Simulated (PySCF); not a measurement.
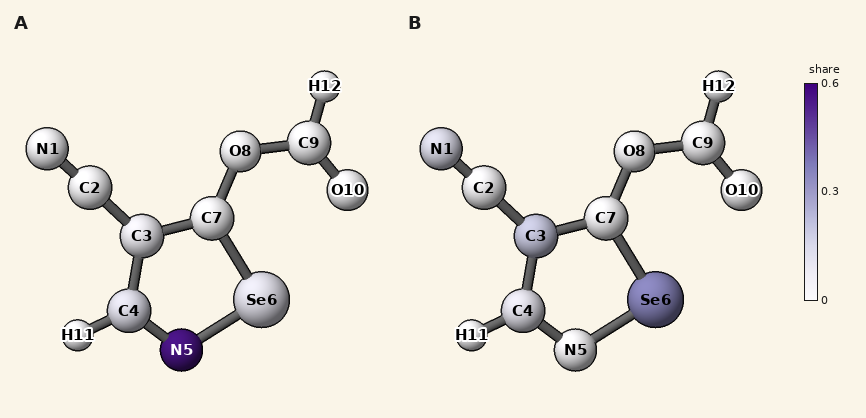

Each panel colours the atoms by their Löwdin share in one orbital (up to four of the largest shares; other atoms are shown as zero). Computed geometry: GFN2-xTB optimisation. No frequency run is at hand to confirm it as a minimum. Method: ωB97X-D/def2-SVPD (PySCF 2.14.0).

The panels show the HOMO−2, HOMO, in some order. Which is which?

Answer. A: HOMO−2, −10.45 eV; N5 0.56, C4 0.10, Se6 0.09, C3 0.05
B: HOMO, −9.63 eV; Se6 0.35, C3 0.18, N1 0.13, C4 0.09

The geometry is semi-empirical. Around Se such bond lengths and angles can be off by a tenth of an ångström or more and by several degrees, and values that hang on the shape move with them.
